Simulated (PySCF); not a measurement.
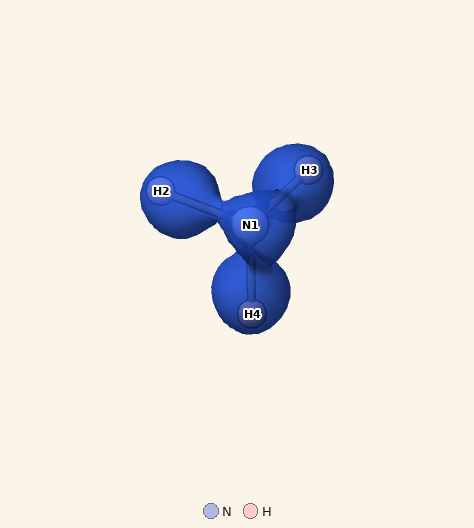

*H₃N, SMILES `N`. Deformation density (molecule less spherical, spin-averaged free atoms at the same positions), surfaces at ±0.2 e/Å³; blue: gain, red: loss.*

Method: ωB97X/def2-TZVP; geometry: GFN2-xTB; program: PySCF. No frequency check shows the geometry to be a minimum.

Input script:

```python
import numpy as np
from pyscf import gto, scf, dft
from pyscf.scf import atom_ks, atom_hf
from scipy.linalg import block_diag

def solve(mol, dm0=None, hcore=None):
    mf = (dft.UKS if mol.spin else dft.RKS)(mol, xc='wb97x')
    mf.grids.level = 3
    mf = mf.density_fit(auxbasis='def2-universal-jkfit')
    mf.conv_tol, mf.max_cycle = 1e-8, 80
    if hcore is not None:
        mf.get_hcore = lambda *args: hcore
    mf.kernel(dm0)
    if not mf.converged:
        mf = mf.newton().run(mf.mo_coeff, mf.mo_occ, max_cycle=30)
    assert mf.converged, 'SCF not converged'
    return mf

mol = gto.M(atom='''
N      0.00002    -0.00002     0.11002
H      0.87174    -0.36201    -0.25676
H     -0.74953    -0.57379    -0.25671
H     -0.12233     0.93596    -0.25667
''', basis='def2-tzvp', charge=0, spin=0, verbose=4)
mf = solve(mol)
mf.analyze()
# spherically averaged free atoms, for the promolecule
atm = atom_ks.get_atm_nrks(mol, xc='wb97x')
pro = block_diag(*[(atm[a[0]][2] * atm[a[0]][3]) @ atm[a[0]][2].T for a in mol._atom])
np.savez('result.npz', e=mf.e_tot, c=mf.mo_coeff, occ=mf.mo_occ, eps=mf.mo_energy, pro=pro, dip=mf.dip_moment(verbose=0), s2=mf.spin_square()[0])
```

Run with:

```sh
OMP_NUM_THREADS=1 python input.py
```

The run took 2.2 s on 1 thread of Intel(R) Xeon(R) 6975P-C (Granite Rapids), with other jobs on the host, peak memory 0.19 GiB.

Partitions, critical points and surface values were worked out afterwards from this run's density.

> How much density has each bond gained at its critical point, relative to the free atoms?

N1–H2, N1–H4 and N1–H3: +0.85 e/Å³ at the bond critical point (bond length 1.01 Å, Mayer order 0.9). In all, 0.8 electrons gather in the regions of gain relative to the promolecule.
